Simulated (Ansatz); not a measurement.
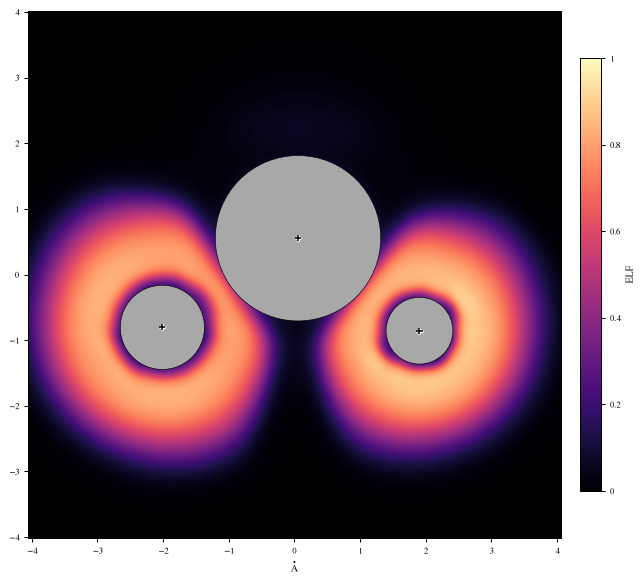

The ELF on a plane through atoms (crosses mark nuclei in the plane; grey discs cover the cores).

Method: isolated molecule in a Gaussian basis; Kohn-Sham density functional theory, functional PBE0 in Ansatz 0.2.0.

Candidates:
A. Br2Cl2Hf
B. Br2Cl2Si
C. Ga2H6O2

Which system is this?

Candidate A: Br2Cl2Hf on the plane of atoms Br2, Hf5 and Cl3, which holds Br, Cl and Hf. Hf–Cl (2.32 Å): the ELF peaks at about 0.85 in the valence shell of Cl, 0.8 Å from its nucleus, and is about 0.40 at the midpoint. Hf–Br (2.47 Å): the ELF peaks at about 0.80 in the valence shell of Br, 1.0 Å from its nucleus, and is about 0.50 at the midpoint.
